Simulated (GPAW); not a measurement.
Band structure of SrAlGe (P-6m2, 3 atoms in the cell).

```
SrAlGe
1.0
    4.29652     0.00000     0.00000
   -2.14826     3.72090     0.00000
    0.00000     0.00000     4.77902
Sr Al Ge
1 1 1
Direct
  0.00000   0.00000   0.00000
  0.66667   0.33333   0.50000
  0.33333   0.66667   0.50000
```

Level of theory: PBEsol, GPAW PAW datasets PBEsol (made by gpaw-setup) (plane waves; GPAW).

Settings: mode = pw; ecut = 600 eV; xc = PBEsol; kpts = 6 6 5; mesh shift (steps) = 0 0 0; occupations.name = fermi-dirac; occupations.width = 0.05 eV; nbands = -9; convergence.density = 1e-05 e/electron; convergence.energy = 1e-05 eV/electron; symmetry.symmorphic = false; symmetry.tolerance = 0.0005; maxiter = 100; bandpath_npoints = 40.

The starting cell comes from a database of computed structures (which also holds hypothetical and non-ambient phases and stackings), without a prior relaxation at this level.

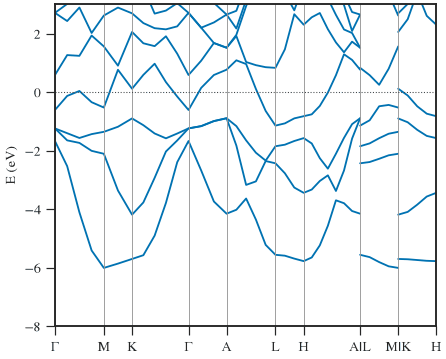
Bands along the path, energies from the Fermi level.

Levels in eV from the Fermi level, bands 6 to 12:
```json
[
 {"point": "Γ", "6": "-1.67", "7": "-1.24", "8": "-1.24", "9": "-0.61", "10": "0.58", "11": "2.71", "12": "2.71"},
 {"point": "M", "6": "-6.01", "7": "-2.11", "8": "-1.36", "9": "-0.53", "10": "1.56", "11": "2.62", "12": "3.19"},
 {"point": "K", "6": "-5.70", "7": "-4.19", "8": "-0.90", "9": "0.12", "10": "2.06", "11": "2.69", "12": "3.51"},
 {"point": "A", "6": "-4.16", "7": "-0.89", "8": "-0.89", "9": "0.76", "10": "1.52", "11": "1.52", "12": "2.65"},
 {"point": "L", "6": "-5.56", "7": "-2.43", "8": "-1.85", "9": "-1.15", "10": "0.83", "11": "3.72", "12": "5.15"},
 {"point": "H", "6": "-5.78", "7": "-3.44", "8": "-1.57", "9": "-0.82", "10": "2.30", "11": "3.70", "12": "4.75"}
]
```

Bands cross the Fermi level along this path, so the cell is metallic at this level.
